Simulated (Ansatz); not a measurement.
Given this structure, the end point of a relaxation with DFT, PAW plane waves, pbe in Ansatz 0.2.0; the starting structure was generated, so it need not be a known form of this composition, written in its standard cell:

```cif
data_structure
_symmetry_space_group_name_H-M 'P4/nmm:1'
_symmetry_Int_Tables_number 129
_cell_length_a 3.4382
_cell_length_b 3.4382
_cell_length_c 6.6419
_cell_angle_alpha 90.000
_cell_angle_beta 90.000
_cell_angle_gamma 90.000
_cell_volume 78.52
loop_
_atom_site_label
_atom_site_type_symbol
_atom_site_symmetry_multiplicity
_atom_site_Wyckoff_symbol
_atom_site_fract_x
_atom_site_fract_y
_atom_site_fract_z
_atom_site_occupancy
Mo1 Mo 2 c 0.00000 0.50000 0.17927 1
O1 O 2 a 0.00000 0.00000 0.00000 1
Ga1 Ga 2 c 0.00000 0.50000 0.59917 1
```

Predict the [001] zone-axis pattern (200 kV, kinematic, B = 0.8 Å²).

The spots form a square net with both shortest vectors at d = 2.43 Å, 90.0° apart. They are 1 -1 0 and 1 1 0. The pattern has symmetry 4mm. A glide plane extinguishes reflections such as 1 -2 0, 1 2 0, 2 -1 0; a screw axis and a glide plane both extinguish reflections such as 0 1 0, 1 0 0, 0 3 0.

Strongest reflections with d > 0.80 Å, one of each family (|F|² from tabulated Gaussian fits of the electron scattering factors, times a small damping for the curvature of the Ewald sphere):

| hkl | d (Å) | I (strongest = 100) |
| --- | --- | --- |
| 1 1 0 | 2.431 | 100 |
| 2 0 0 | 1.719 | 96 |
| 2 2 0 | 1.216 | 39 |
| 3 1 0 | 1.087 | 14 |
| 4 0 0 | 0.860 | 12 |
| 3 3 0 | 0.810 | 5 |

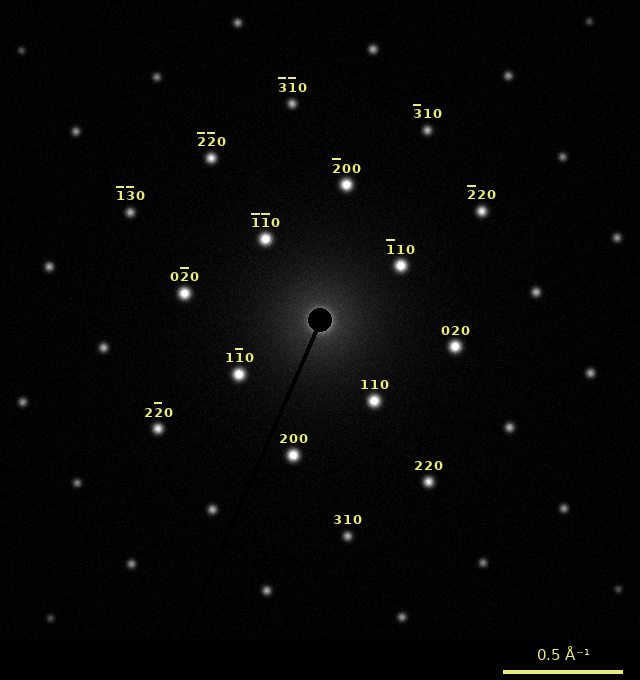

Calculated pattern, seen from the source side with [001] pointing towards the source.
